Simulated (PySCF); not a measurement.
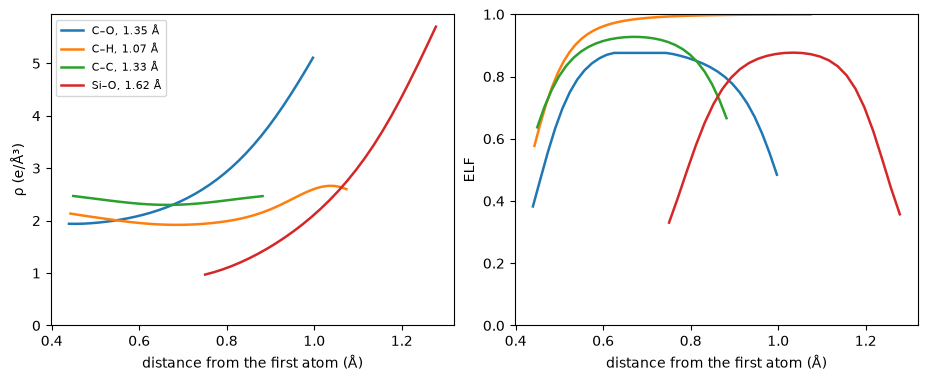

The picture shows: C$_{6}$H$_{10}$OSi. Electron density and ELF along straight lines between neighbouring atoms. The curves leave out the atomic cores.

Geometry: GFN2-xTB.

Computed with PBE0/pcSseg-1, SCF density, gas phase, non-relativistic (PySCF).

```xyz
18

C     3.5147    0.7429    0.7780
C     2.7572    0.0973   -0.1060
C     1.3185    0.1316   -0.0972
C     0.5532   -0.5022   -0.9986
C    -0.8990   -0.4701   -0.9987
C    -1.6218   -1.0784   -1.9440
O    -1.4514    0.2187    0.0252
Si   -2.9765    0.5158    0.4939
H     3.0795    1.3389    1.5633
H     4.5898    0.7015    0.7470
H     3.2179   -0.4933   -0.8880
H     0.8457    0.7090    0.6859
H     1.0056   -1.0799   -1.7924
H    -2.6962   -1.0476   -1.9369
H    -1.1452   -1.6139   -2.7433
H    -2.6988    1.2669    1.7084
H    -3.7070   -0.7295    0.7411
H    -3.6949    1.2985   -0.5141
```

What can be read from the curves?

Answer. C–O (1.35 Å): ρ is about 2.3 e/Å³ halfway, with its minimum of 1.9 e/Å³ about 0.5 Å from C; the ELF peaks at about 0.90 between the atoms (a polar covalent bond).
C–H (1.07 Å): the density is about 2 e/Å³ at the midpoint; the ELF climbs to about 1 towards the hydrogen, as it does in any bond to H; a covalent bond by its length.
C–C (1.33 Å): ρ at the midpoint is about 2.3 e/Å³; the ELF peaks at about 0.95 between the atoms (a multiple bond).
Si–O (1.62 Å): ρ is about 1.1 e/Å³ halfway; the ELF peaks at about 0.90 between the atoms; a polar covalent bond.
